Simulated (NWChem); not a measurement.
**One shape, several levels: doublet GeS−**

We compute a comparison of 4 runs (UHF/STO-3G, UHF/3-21G, UB3LYP/6-31G*) of doublet GeS−. 

The calculation is run with NWChem 7.3.0.

2 further runs of the same task are left out: 1 that didn't finish, 1 set aside as unsound or not needed.

## (1) The system as given

GeS− has 2 atoms, charge -1, and is taken as a doublet. As SMILES of the parent species, `[S+]#[Ge-]`. The bond length is the one measured for the parent species. That shape belongs to the parent species and isn't relaxed for this state.

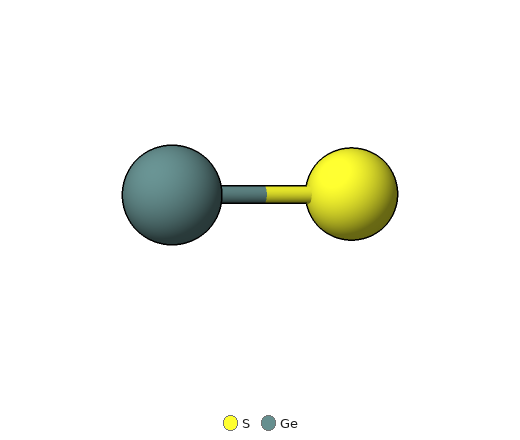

The structure, seen from a chosen angle (sulfur yellow, germanium teal).

## (2) A single-point energy at UHF/STO-3G (run 1)

calc.nw reads:

```
start calc
memory total 2200 mb
charge -1

geometry units angstroms noautosym nocenter noautoz
 S     0.000000    0.000000    0.000000
 Ge    0.000000    0.000000    2.012086
end

basis spherical bse
 * library STO-3G
end

scf
 nopen 1
 uhf
 thresh 1e-08
 maxiter 80
end

task scf energy
```

On the command line:

```
$ nwchem calc.nw > calc.out
```

Standard output:

```text
[...]
  functions       =    27
[...]
  wavefunction    = UHF
[...]
         Total SCF energy =  -2444.716695042220
      One electron energy =  -3718.977146107796
      Two electron energy =   1139.604799424520
 Nuclear repulsion energy =    134.655651641056
                       Sz =      0.5000
                 Sz(Sz+1) =      0.7500
                      S^2 =      1.0421
[...]
```

Wall time 2.5 s (1 thread of Intel Xeon 6975P-C (Granite Rapids), shared host); peak memory 0.097 GiB.

## (3) A single-point energy at UHF/3-21G (run 2)

mymol.nw reads:

```
start mymol
title "germanium sulfide (GeS)"
memory stack 880 mb heap 220 mb global 1100 mb
charge -1

geometry noautosym nocenter noautoz
  S      0.000000     0.000000     0.000000
  Ge     0.000000     0.000000     2.012086
end

basis spherical bse
  * library 3-21G
end

scf
  doublet
  uhf
  thresh 1e-08
  maxiter 80
end

task scf energy
```

On the command line:

```
$ nwchem mymol.nw > mymol.out
```

Standard output:

```text
[...]
  functions       =    35
[...]
  wavefunction    = UHF
[...]
         Total SCF energy =  -2460.931263875444
      One electron energy =  -3712.663758619257
      Two electron energy =   1117.076843102758
 Nuclear repulsion energy =    134.655651641056
                       Sz =      0.5000
                 Sz(Sz+1) =      0.7500
                      S^2 =      0.7617
[...]
```

Run time: 2 s. Hardware: 1 thread of Intel Xeon 6975P-C (Granite Rapids), shared host; peak memory 0.097 GiB.

Run 3 isn't shown in full; the table further down has it.

## (4) The energy at UB3LYP/6-31G(d) (Cartesian functions) (run 4)

run.py reads:

```python
from ase import Atoms
from ase.calculators.nwchem import NWChem

atoms = Atoms('SGe', positions=[
    [0.000000, 0.000000, 0.000000],
    [0.000000, 0.000000, 2.012086],
])

calc = NWChem(
    label='geom',
    theory='dft',
    memory='2200 mb',
    basis='6-31G*',
    charge=-1,
    dft={'xc': 'b3lyp', 'mult': '2', 'grid': 'xfine', 'convergence': 'energy 1e-08', 'iterations': '100', 'mulliken': None},
    task='energy',
)
atoms.calc = calc

print(f"energy = {atoms.get_potential_energy():.6f} eV")
```

On the command line:

```
$ export ASE_NWCHEM_COMMAND="nwchem PREFIX.nwi > PREFIX.nwo"
$ python run.py
```

Standard output:

```text
energy = -67348.347831 eV
```

The calculator wrote geom.nwi:

```
title "geom"

permanent_dir geom

scratch_dir geom

start geom

geometry units angstrom nocenter noautosym noautoz
  S  0.0000000000000000e+00 0.0000000000000000e+00 0.0000000000000000e+00
  Ge 0.0000000000000000e+00 0.0000000000000000e+00 2.0120860000000000e+00
end

charge -1

memory 2200 mb

basis noprint
   * library 6-31G*
end

dft
  xc b3lyp
  mult 2
  grid xfine
  convergence energy 1e-08
  iterations 100
  mulliken
end

task dft energy
```

geom.nwo:

```text
Northwest Computational Chemistry Package (NWChem) 7.3.0
             --------------------------------------------------------

           Job information
           ---------------

    nwchem branch   = 7.3.0
    use scalapack   = T
    input           = geom.nwi
    prefix          = geom.
    data base       = geom/geom.db
    status          = startup
    nproc           =        1

           Memory information
           ------------------

    heap     =     72089596 doubles =      550.0 Mbytes
    stack    =     72089601 doubles =      550.0 Mbytes
    global   =    144179200 doubles =     1100.0 Mbytes (distinct from heap & stack)
    total    =    288358397 doubles =     2200.0 Mbytes
    verify   = yes
    hardfail = no

[... 72 lines left out ...]
  convergence criterion.
[... 17 lines left out ...]
          Convergence on gradient requested:  5.00D-04
[... 25 lines left out ...]
          Convergence aids based upon iterative change in
[... 30 lines left out ...]
 1-e energy   =   -3789.257983
[... 63 lines left out ...]
         Total DFT energy =    -2475.006152593498
[... 2 lines left out ...]
    Exchange-Corr. energy =     -104.954015259768
[... 392 lines left out ...]
                     DFT Final Beta Molecular Orbital Analysis
[... 453 lines left out ...]
 center of mass
 --------------
 x =   0.00000000 y =   0.00000000 z =   2.65428324

 moments of inertia (a.u.)
 ------------------
         322.673571236612           0.000000000000           0.000000000000
           0.000000000000         322.673571236612           0.000000000000
           0.000000000000           0.000000000000           0.000000000000

     Multipole analysis of the density
     ---------------------------------

     L   x y z        total         alpha         beta         nuclear
     -   - - -        -----         -----         ----         -------
     0   0 0 0     -1.000000    -25.000000    -24.000000     48.000000

     1   1 0 0      0.000000      0.000000      0.000000      0.000000
[... 8 lines of this table left out ...]
     2   0 0 2    -36.630846   -257.750920   -241.517315    462.637389

 Task  times  cpu:        8.8s     wall:        8.8s
 Total times  cpu:        8.8s     wall:        8.8s
```

Run time: 9.9 s. Hardware: 1 thread of Intel Xeon 6975P-C (Granite Rapids), shared host; peak memory 0.11 GiB.

## (5) Overview of the runs

```csv
run,level,iteration cap,module,energy (Eh),HOMO energy (eV),LUMO energy (eV),⟨S²⟩,wall time
1,UHF/STO-3G,80,scf,-2444.716695,5.19,13.82,1.042,2.5 s
2,UHF/3-21G,80,scf,-2460.931264,-0.38,6.24,0.762,2 s
3,UB3LYP/6-31G* (spherical functions),100,dft,-2474.997650,–,–,0.752,9 s
4,UB3LYP/6-31G* (Cartesian functions),100,dft,-2475.006153,2.02,3.34,0.752,9.9 s
```

## (6) Results

```
                                 quantity           value
                      run 4: total energy  -2475.00615 Eh
run 4: HOMO energy (highest over α and β)         2.02 eV
 run 4: LUMO energy (lowest over α and β)         3.34 eV
                              run 4: ⟨S²⟩           0.752
```

What this shows: In runs 1, 4 the HOMO lies above zero, so the outermost electron may be held by the basis alone. In run 1 the basis is minimal, so the values are rough. Spin contamination of the reference: run 1 ⟨S²⟩ = 1.04. All runs together took 23 s, the longest 9.9 s.
